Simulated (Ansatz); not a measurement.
Cell of bismuthene on bismuthene on bismuthene (facing atoms over hollows or bridges; bismuthene a predicted or substrate-bound sheet, here free), with its geometry taken from a PBE+D3(BJ) run:

```
CELL_PARAMETERS angstrom
      4.27875     0.00000     0.00000
     -2.13938     3.70551     0.00000
      0.00000     0.00000    29.92000
ATOMIC_POSITIONS crystal
  Bi 0.33333 0.66667 0.31635
  Bi 0.66667 0.33333 0.37536
  Bi 0.33333 0.66667 0.47052
  Bi 0.66667 0.33333 0.52948
  Bi 0.33333 0.66667 0.62464
  Bi 0.66667 0.33333 0.68365
```

Calculation: PBE+D3(BJ) with spin-orbit coupling (plane waves to 420 eV, PAW; Ansatz, a quantum-chemistry and plane-wave program).  Its k-point mesh 9×9×1, Fermi–Dirac width 0.01 eV. A dipole correction is on.

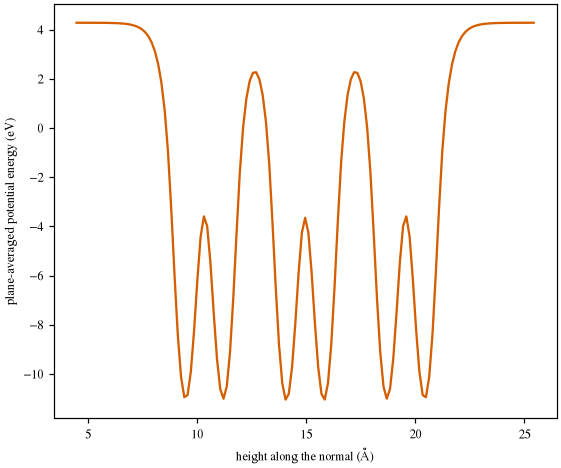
Figure. Smooth (PAW) electrostatic potential energy of an electron, averaged over planes, about its mean

The curve spans 15.3 eV over the stretch drawn.
